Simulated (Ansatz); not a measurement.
**Single-point calculation of C$_{2}$H$_{5}$F$_{2}$In**

- system: C$_{2}$H$_{5}$F$_{2}$In
- method: RKS PBE0-D4/def2-TZVPP (Ansatz 0.2.0)

The geometry comes from this level: PBE0-D4/def2-TZVP.

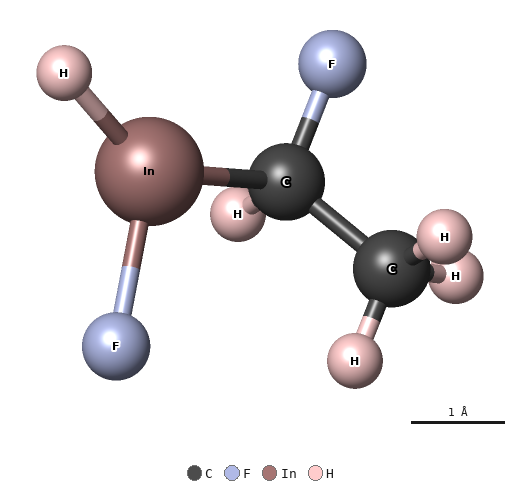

Figure 1. The structure (ball-and-stick view, seen at a tilt). Sticks mark near contacts.

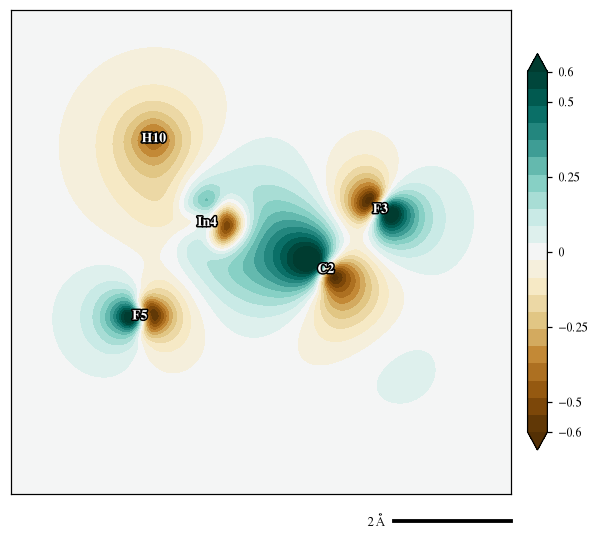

Figure 2. One frontier orbital on the plane of atoms C2, In4 and H10 (values in Å⁻³ᐟ²; the overall sign is arbitrary). The HOMO, at −7.63 eV. It lies mainly on C2 (30 %), In4 (20 %), F3 (15 %) and H10 (10 %).

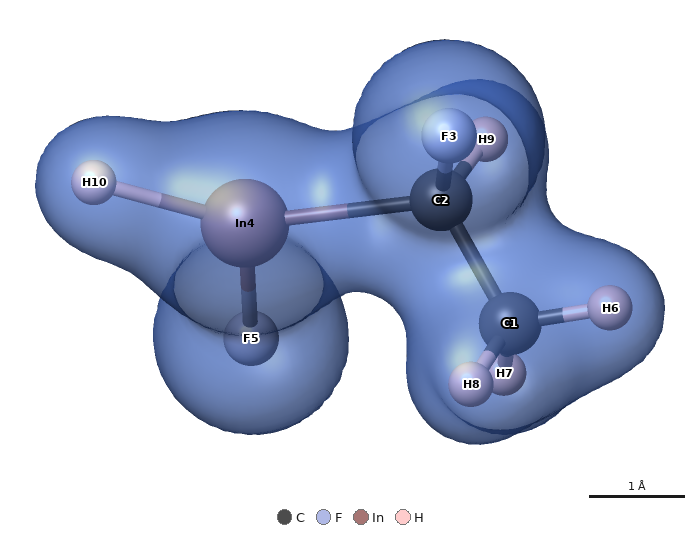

Figure 3. Isosurface of the total electron density at 0.2 e/Å³ (blue), seen at an oblique angle. At this value the surface is in one piece. On the grid the lowest density along these lines, outside the cores, is 1.6 e/Å³ (C–F, 1.39 Å), 1.7 e/Å³ (C–C, 1.51 Å), 0.72 e/Å³ (In–F, 1.97 Å) and 0.68 e/Å³ (C–In, 2.17 Å).

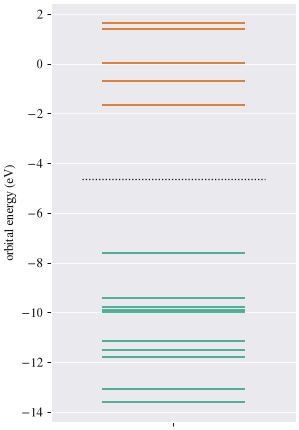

Figure 4. Orbital energies near the frontier; the dotted line parts filled from empty levels, and levels within 0.02 eV of each other stand side by side. Highest filled −7.63 eV, lowest empty −1.66 eV, 5.97 eV apart.

These pictures come from the run below.

### Input file
```yaml
crystal:
  periodic: [false, false, false]
  atoms:
    - {symbol: C, position_ang: [-0.945190, -0.923744, 0.076008]}
    - {symbol: C, position_ang: [0.419566, -0.432452, 0.485098]}
    - {symbol: F, position_ang: [0.526248, -0.427552, 1.875881]}
    - {symbol: In, position_ang: [0.865112, 1.541162, -0.310137]}
    - {symbol: F, position_ang: [0.376130, 1.420956, -2.219289]}
    - {symbol: H, position_ang: [-1.110913, -1.942102, 0.440876]}
    - {symbol: H, position_ang: [-1.022202, -0.926371, -1.014094]}
    - {symbol: H, position_ang: [-1.741219, -0.289686, 0.472330]}
    - {symbol: H, position_ang: [1.190915, -1.115183, 0.113002]}
    - {symbol: H, position_ang: [1.441554, 3.094962, 0.080325]}
basis:
  gaussian: {orbitals: def2-TZVPP}
hamiltonian: {xc: pbe0, dispersion: d4}
output: {orbitals: {seedname: orbitals}}
```

Command:
```bash
ansatz run in.yaml --threads 4 --pin off --events-out ev --progress --plain --max-ram 10444MiB
```

### The program's output
```
Functional definition: PBE0
  name "PBE0"
  cite "Adamo & Barone, J. Chem. Phys. 110, 6158 (1999) doi:10.1063/1.478522"
  cite "Perdew, Burke & Ernzerhof, Phys. Rev. Lett. 77, 3865 (1996) doi:10.1103/PhysRevLett.77.3865"
  parent pbe
  parameter a = 0.25
  parameter kappa = 0.804
  parameter beta = 0.06672455060314922
  exchange = (1 - a)*pbe_x(kappa = kappa, mu = beta*pi^2/3) + a*exact_x
  correlation = pbe_c(beta = beta)
1448 factors; their error is unknown
mean field evaluation 1: about -12750.1795 eV, gradient 6.6e1 eV
mean field evaluation 2: about -12732.1453 eV, gradient 1.2e2 eV
mean field evaluation 4: about -12758.7070 eV, gradient 6.1e0 eV
mean field evaluation 8: about -12758.7837 eV, gradient 2.3e-1 eV
mean field evaluation 16: about -12758.8396 eV, gradient 2.9e-4 eV
mean field -12758.83961970 eV, -468.8787077719 hartree, gradient 4.5e-5 eV, S^2 0.000000; 0 other end points of the search recorded, 0 dependent functions left out
reference -12758.83966379 eV, -468.8787093922 hartree; 28, 28 occupied and 216, 216 virtual orbitals, 1448 factors
Total energy: -12758.99065637 eV, -468.8842582671 hartree
```

### Summary

- outcome: converged
- total energy: −12758.9907 eV
- mean-field energy: −12758.8397 eV
- dispersion energy: −0.1510 eV
- SCF solution under orbital rotations: stable
- HOMO: −7.63 eV
- LUMO: −1.66 eV
- hardware: 4 threads of AMD EPYC, 15 GiB of memory available, shared host
- wall time: 1.1 s (CPU time 4.1 s)
- peak memory: 0.62 GiB
